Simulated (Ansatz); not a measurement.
## Molecular dynamics, with input and output: C3H7NO (part 2 of 2)

The same run, continued: C3H7NO, SMILES COC=CN; UKS revPBE-d3bj/def2-SVP (Ansatz 0.2.0). The geometry comes from this level: PBE0-D4/def2-TZVP.

Geometry of the input (Å):
```
C  -0.6555  0.8124  1.6469
O  -0.0054  1.4584  0.5867
C  0.3591  0.6743  -0.4596
C  0.1313  -0.6305  -0.6144
N  0.4123  -1.3481  -1.7886
H  -0.8743  1.5745  2.3934
H  -1.5928  0.3475  1.3154
H  -0.0179  0.0391  2.0941
H  0.8626  1.2600  -1.2220
H  -0.3741  -1.2086  0.1500
H  0.8863  -2.2223  -1.6087
H  0.9454  -0.8118  -2.4591
```

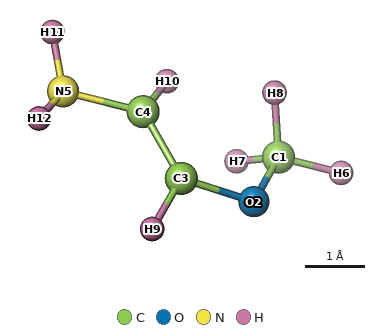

*The geometry at step 13 of the log (ball-and-stick view, seen at a tilt; atoms are numbered from 1 in the order of the input).*

**Trajectory as extended XYZ, continued**
```
12
Properties=species:S:1:pos:R:3:forces:R:3 step=6 time_fs=12.0 energy=-6753.95562 temperature=325.4
C    -0.6890    0.7153    1.6180    0.0200   1.6592  -1.6780
O    -0.0022    1.4981    0.5735   -0.0049  -0.6454   0.8061
C     0.4158    0.7459   -0.5032   -1.5921  -2.4377   1.6139
C     0.1414   -0.6189   -0.5680    1.8810   2.9933  -3.1335
N     0.3577   -1.3514   -1.7550   -0.2141  -0.6426   0.1819
H    -0.7935    1.4116    2.4256   -0.2770   0.8289   0.9433
H    -1.6886    0.3850    1.2741   -0.0267  -0.1560  -0.1947
H    -0.1294   -0.1206    1.9899    0.8488  -1.0269   0.2231
H     0.9251    1.2706   -1.2832    0.1917   0.9340  -0.8342
H     0.1132   -1.1884    0.2871   -1.0110  -1.6098   2.3918
H     0.7338   -2.2767   -1.5501    0.0580  -0.3080  -0.0212
H     0.9853   -0.9214   -2.4290    0.1262   0.4110  -0.2984
12
Properties=species:S:1:pos:R:3:forces:R:3 step=7 time_fs=14.0 energy=-6754.14371 temperature=425.3
C    -0.6909    0.7123    1.6071   -0.1060   1.7154  -0.6064
O    -0.0012    1.5011    0.5766   -0.1125  -0.7569   0.9831
C     0.4175    0.7406   -0.5063   -0.7959  -0.5973   0.7222
C     0.1593   -0.6168   -0.5733    1.4607   1.3158  -0.1961
N     0.3462   -1.3527   -1.7471    1.0196  -1.4693  -0.7739
H    -0.8240    1.3609    2.4943    0.0016   0.3265  -0.1712
H    -1.7075    0.4141    1.2399    0.4126  -0.2728   0.0334
H    -0.0938   -0.1286    1.9646    0.2568  -0.6111  -0.0144
H     0.8969    1.3765   -1.2859   -0.4303  -0.3211   0.1170
H     0.0812   -1.1830    0.3745   -0.6868  -0.0166  -0.5075
H     0.7266   -2.3126   -1.5521   -0.3677   0.8052  -0.1786
H     1.0001   -0.9238   -2.4472   -0.6522  -0.1178   0.5925
12
Properties=species:S:1:pos:R:3:forces:R:3 step=8 time_fs=16.0 energy=-6753.98823 temperature=342.3
C    -0.6931    0.7147    1.5943    0.4227   1.0220   0.7808
O    -0.0005    1.5024    0.5820   -0.1683  -0.7968   1.0669
C     0.4166    0.7334   -0.5071   -0.2631   1.3266   0.1087
C     0.1818   -0.6104   -0.5793    0.7162  -0.0762   1.5719
N     0.3375   -1.3581   -1.7414    1.0044  -1.2577  -0.9856
H    -0.8544    1.3227    2.5565    0.2893  -0.1137  -1.2337
H    -1.7106    0.4328    1.2069    0.5039  -0.3927   0.1494
H    -0.0483   -0.1601    1.9388   -0.7144   0.4495  -0.3229
H     0.8521    1.4703   -1.2841   -0.6735  -1.3828   0.6673
H     0.0229   -1.1783    0.4425   -0.1994   0.7857  -2.2835
H     0.7054   -2.3176   -1.5609   -0.2810   0.5832  -0.0564
H     0.9899   -0.9307   -2.4427   -0.6369  -0.1472   0.5371
12
Properties=species:S:1:pos:R:3:forces:R:3 step=9 time_fs=18.0 energy=-6754.02562 temperature=366.6
C    -0.6939    0.7205    1.5839    0.8049   0.2943   1.0541
O    -0.0001    1.5018    0.5900   -0.1178  -0.6653   0.9729
C     0.4148    0.7304   -0.5075   -0.3405   2.0923   0.3464
C     0.2067   -0.6042   -0.5802    0.0908  -0.5596   1.3666
N     0.3315   -1.3670   -1.7385   -0.1453  -0.1869  -0.2873
H    -0.8738    1.2801    2.5715    0.3762   0.0548  -1.2800
H    -1.6944    0.4364    1.1796    0.2125  -0.4808   0.1196
H    -0.0301   -0.1744    1.9006   -1.0284   0.7634  -0.2627
H     0.7814    1.5112   -1.2568   -0.3033  -1.4213   0.2613
H    -0.0432   -1.1434    0.4232    0.0842   0.5614  -2.0714
H     0.6734   -2.3003   -1.5718    0.2017  -0.7612   0.2291
H     0.9554   -0.9433   -2.4176    0.1651   0.3088  -0.4486
12
Properties=species:S:1:pos:R:3:forces:R:3 step=10 time_fs=20.0 energy=-6754.17097 temperature=450.5
C    -0.6922    0.7272    1.5769    0.6493  -0.3081   0.0494
O    -0.0001    1.4995    0.6003    0.0399  -0.3448   0.6356
C     0.4120    0.7341   -0.5069   -0.8220   1.2548   1.4263
C     0.2319   -0.5998   -0.5768    0.1392   0.1627  -0.7378
N     0.3252   -1.3764   -1.7363   -0.5175   0.1773   0.2205
H    -0.8789    1.2395    2.5375    0.1914   0.7349  -0.2112
H    -1.6700    0.4217    1.1569   -0.1394  -0.4471   0.0569
H    -0.0513   -0.1595    1.8523   -0.5529   0.1673   0.0853
H     0.6990    1.4976   -1.2194    0.4528  -0.2502  -1.0227
H    -0.1061   -1.0870    0.3244   -0.3147  -0.6302   0.1981
H     0.6491   -2.3121   -1.5741    0.3190  -0.9055   0.2358
H     0.9271   -0.9440   -2.4097    0.5549   0.3891  -0.9361
12
Properties=species:S:1:pos:R:3:forces:R:3 step=11 time_fs=22.0 energy=-6754.03720 temperature=398.7
C    -0.6883    0.7330    1.5701   -0.2269  -0.4591  -1.2245
O     0.0000    1.4964    0.6122    0.2665   0.0355   0.0555
C     0.4065    0.7419   -0.5016   -0.9487   0.3834   2.0249
C     0.2576   -0.5949   -0.5757    0.4785   0.7855  -2.3623
N     0.3174   -1.3854   -1.7334    0.6725  -0.1590  -0.4582
H    -0.8766    1.2270    2.4954   -0.1034   1.3261   1.0067
H    -1.6509    0.3897    1.1363   -0.2278  -0.2045   0.1062
H    -0.0937   -0.1381    1.8071    0.4165  -0.9738   0.5689
H     0.6339    1.4745   -1.2211    0.8707   0.6974  -1.7824
H    -0.1811   -1.0546    0.2330   -1.0118  -1.5666   2.1489
H     0.6369   -2.3587   -1.5673   -0.0145   0.5524  -0.0521
H     0.9200   -0.9299   -2.4376   -0.1718  -0.4173  -0.0316
12
Properties=species:S:1:pos:R:3:forces:R:3 step=12 time_fs=24.0 energy=-6754.12976 temperature=428.3
C    -0.6852    0.7372    1.5593   -0.9308  -0.4812  -0.1661
O     0.0008    1.4934    0.6243    0.4945   0.3384  -0.6019
C     0.3980    0.7509   -0.4899   -0.2958   1.4116   0.2445
C     0.2848   -0.5874   -0.5822   -1.4923  -1.0696   0.1762
N     0.3114   -1.3948   -1.7319    1.2375   0.0502  -0.9471
H    -0.8782    1.2654    2.4917   -0.0346   0.6888   0.2928
H    -1.6405    0.3499    1.1197   -0.1399   0.1586   0.2065
H    -0.1202   -0.1541    1.7837    0.6395  -0.9086   0.7684
H     0.6019    1.4781   -1.2911    0.5113  -0.3502  -0.2073
H    -0.2951   -1.0821    0.2238    0.6095  -0.0733  -0.0795
H     0.6241   -2.3842   -1.5624   -0.0864   1.0704  -0.1446
H     0.9063   -0.9317   -2.4668   -0.5126  -0.8350   0.4582
12
Properties=species:S:1:pos:R:3:forces:R:3 step=13 time_fs=26.0 energy=-6753.94756 temperature=312.3
C    -0.6851    0.7400    1.5480   -0.8579  -1.1575   1.7409
O     0.0028    1.4912    0.6350    0.6563   0.5638  -1.0934
C     0.3885    0.7645   -0.4773    0.2184   1.3798  -1.5132
C     0.3074   -0.5834   -0.5881   -2.9326  -1.7446   1.4247
N     0.3089   -1.4041   -1.7330    0.6778   0.9150  -0.5893
H    -0.8812    1.3301    2.4993    0.1264  -0.3372  -0.8532
H    -1.6355    0.3161    1.1110   -0.0482   0.4405   0.2342
H    -0.1223   -0.2048    1.7897    0.0503   0.4628   0.5535
H     0.5895    1.4682   -1.3692    0.2212  -0.9345   1.2061
H    -0.3860   -1.1126    0.2116    1.7870   0.7804  -1.0900
H     0.6081   -2.3687   -1.5631    0.1800   0.0925   0.0431
H     0.8730   -0.9655   -2.4785   -0.0787  -0.4610  -0.0635
12
Properties=species:S:1:pos:R:3:forces:R:3 step=14 time_fs=28.0 energy=-6753.83377 temperature=237.6
C    -0.6877    0.7390    1.5422   -0.5954  -1.5087   2.4700
O     0.0064    1.4903    0.6430    0.6933   0.6951  -1.3192
C     0.3796    0.7826   -0.4696    0.4429  -0.1622  -2.1010
C     0.3206   -0.5850   -0.5895   -3.0692  -0.9179   1.2244
N     0.3082   -1.4109   -1.7356   -0.1549   1.5297   0.0923
H    -0.8794    1.3821    2.4741    0.0693  -0.7773  -0.9486
H    -1.6323    0.2991    1.1113   -0.0673   0.5211   0.1578
H    -0.1225   -0.2380    1.8168   -0.2707   1.2504   0.2937
H     0.5856    1.4225   -1.4013    0.1947  -0.4558   1.3663
H    -0.4086   -1.1132    0.1575    1.7496   0.6862  -0.5944
H     0.5988   -2.3496   -1.5622    0.4308  -1.0685   0.2889
H     0.8365   -1.0170   -2.4927    0.5769   0.2080  -0.9303
12
Properties=species:S:1:pos:R:3:forces:R:3 step=15 time_fs=30.0 energy=-6753.92512 temperature=268.3
C    -0.6923    0.7331    1.5444   -0.2886  -1.3069   1.7408
O     0.0116    1.4912    0.6478    0.5984   0.6654  -1.3311
C     0.3722    0.8001   -0.4686    0.3408  -2.3856  -1.1635
C     0.3239   -0.5895   -0.5870   -1.5730   1.0592  -0.4105
N     0.3071   -1.4134   -1.7381    0.4564   0.5835  -0.3109
H    -0.8749    1.4045    2.4126   -0.2090  -0.4160   0.0292
H    -1.6316    0.3020    1.1176   -0.2097   0.3962   0.0110
H    -0.1330   -0.2233    1.8554   -0.1389   1.0168   0.1775
H     0.5891    1.3592   -1.3811    0.4603   0.7901   0.1393
H    -0.3641   -1.0874    0.0805    0.2165  -0.4517   1.2876
H     0.6061   -2.3715   -1.5502    0.0861  -0.0942   0.1072
H     0.8221   -1.0607   -2.5426    0.2607   0.1431  -0.2768
12
Properties=species:S:1:pos:R:3:forces:R:3 step=16 time_fs=32.0 energy=-6753.75236 temperature=200.4
C    -0.6978    0.7231    1.5521   -0.2739  -0.4554   0.2216
O     0.0184    1.4936    0.6495    0.4112   0.4173  -1.1494
C     0.3659    0.8101   -0.4713    0.1091  -3.7930   0.0359
C     0.3221   -0.5907   -0.5857    0.0796   2.6698  -2.1452
N     0.3072   -1.4144   -1.7414    1.2049  -0.3532  -1.0243
H    -0.8784    1.4109    2.3520   -0.5422   0.4236   1.2879
H    -1.6390    0.3201    1.1243   -0.2811   0.1613  -0.1028
H    -0.1489   -0.1695    1.9008    0.3954  -0.0829   0.3194
H     0.6102    1.3260   -1.3554    0.7506   1.7039  -1.1039
H    -0.3112   -1.0789    0.0526   -1.2997  -1.6107   2.9018
H     0.6167   -2.3970   -1.5340   -0.2516   0.9663  -0.1378
H     0.8176   -1.0991   -2.6032   -0.3022  -0.0469   0.8967
12
Properties=species:S:1:pos:R:3:forces:R:3 step=17 time_fs=34.0 energy=-6754.02481 temperature=356.0
C    -0.7042    0.7115    1.5607   -0.6500   1.3338  -0.0214
O     0.0261    1.4971    0.6484    0.1372  -0.0455  -0.7287
C     0.3598    0.8079   -0.4739    0.5633  -2.5970  -1.1728
C     0.3206   -0.5832   -0.5914   -1.6310   0.7144  -0.2894
N     0.3107   -1.4164   -1.7475    0.8865  -0.2596  -0.6626
H    -0.9027    1.4337    2.3405   -0.4703   0.2251   0.9991
H    -1.6572    0.3444    1.1272   -0.0888  -0.0769  -0.0839
H    -0.1497   -0.1188    1.9586    0.7492  -0.9529   0.4632
H     0.6602    1.3580   -1.3720    0.2462   0.7413   0.2161
H    -0.3080   -1.1322    0.1359    0.6659   0.0718   0.4622
H     0.6177   -2.3855   -1.5231   -0.1805   0.6267  -0.0888
H     0.8016   -1.1393   -2.6296   -0.2277   0.2188   0.9071
12
Properties=species:S:1:pos:R:3:forces:R:3 step=18 time_fs=36.0 energy=-6754.01475 temperature=371.7
C    -0.7127    0.7042    1.5691   -0.3217   2.1346   1.0186
O     0.0342    1.5004    0.6455   -0.1905  -0.6097  -0.2471
C     0.3556    0.7973   -0.4803    1.0798  -0.6082  -1.9907
C     0.3139   -0.5734   -0.5980   -2.2657  -1.1392   0.7259
N     0.3166   -1.4190   -1.7555   -0.2568   0.6727   0.6873
H    -0.9451    1.4651    2.3674   -0.0814  -0.6242  -0.1123
H    -1.6789    0.3659    1.1268    0.2402  -0.2751   0.0215
H    -0.1217   -0.1045    2.0344    0.0387  -0.2739  -0.0894
H     0.7198    1.4186   -1.3804   -0.3961  -0.4473   1.3596
H    -0.2793   -1.1829    0.2372    1.5470   1.1921  -1.3291
H     0.6118   -2.3500   -1.5155    0.2011  -0.7723   0.2264
H     0.7767   -1.1714   -2.6213    0.4054   0.7506  -0.2707
12
Properties=species:S:1:pos:R:3:forces:R:3 step=19 time_fs=38.0 energy=-6754.01952 temperature=391.1
C    -0.7223    0.7037    1.5809    0.3600   1.9775   1.5063
O     0.0418    1.5023    0.6420   -0.5045  -1.1049   0.1774
C     0.3548    0.7847   -0.4932    1.1388   0.8320  -1.3458
C     0.2999   -0.5673   -0.6023   -1.7063  -1.9481   0.4783
N     0.3218   -1.4199   -1.7616   -0.6238   0.6205   1.4667
H    -0.9908    1.4727    2.3901    0.1954  -0.8387  -0.6018
H    -1.6914    0.3769    1.1273    0.4399  -0.4277   0.0859
H    -0.0922   -0.1006    2.1070   -0.7510   0.4997  -0.7519
H     0.7645    1.4622   -1.3366   -0.5979  -0.8669   1.1361
H    -0.1911   -1.1880    0.2879    1.1860   1.2402  -1.6370
H     0.6135   -2.3440   -1.4992    0.2461  -0.8382   0.1416
H     0.7673   -1.1747   -2.6234    0.6173   0.8548  -0.6558
12
Properties=species:S:1:pos:R:3:forces:R:3 step=20 time_fs=40.0 energy=-6754.21543 temperature=507.1
C    -0.7307    0.7096    1.5976    0.8132   1.4902   0.7567
O     0.0483    1.5015    0.6389   -0.7371  -1.3902   0.5321
C     0.3577    0.7748   -0.5104    0.5526   0.9666   0.3894
C     0.2802   -0.5674   -0.6050   -0.3842  -1.1969  -1.1015
N     0.3254   -1.4190   -1.7637    0.2015  -0.2885   0.7494
H    -1.0291    1.4481    2.3897    0.1798  -0.2210  -0.2581
H    -1.6871    0.3716    1.1310    0.4153  -0.5220   0.0537
H    -0.0913   -0.0775    2.1511   -0.8418   0.4885  -0.8962
H     0.7863    1.4728   -1.2491   -0.1746  -0.2560  -0.2629
H    -0.0570   -1.1455    0.2760    0.0529   0.1288  -0.2176
H     0.6247   -2.3701   -1.4775   -0.0653   0.5055  -0.4128
H     0.7816   -1.1453   -2.6506   -0.0123   0.2951   0.6677
```

**Summary**

- outcome: finished
- mean temperature over the second half: 357 K
- trajectory: 20 steps, 40 fs
- ensemble: nvt_nose_hoover
- temperature in the input: 700 K
- time step: 2 fs
- potential energy (last step): −6754.2155 eV
- mean-field energy (last step): −6753.6663 eV
- dispersion energy (last step): −0.5492 eV
- SCF solution under orbital rotations (last step): stable
- largest force (length of the vector) (last step): 1.859 eV/Å
- dipole moment (last step): 1.85 D
- hardware: 4 threads of Arm Neoverse V1, 23 GiB of memory available, shared host
- wall time: 34 s (CPU time 2.1 min)
- peak memory: 0.17 GiB

So short a trajectory is not equilibrated. The temperature stays far from the 700 K of the thermostat over the second half: the run isn't equilibrated.
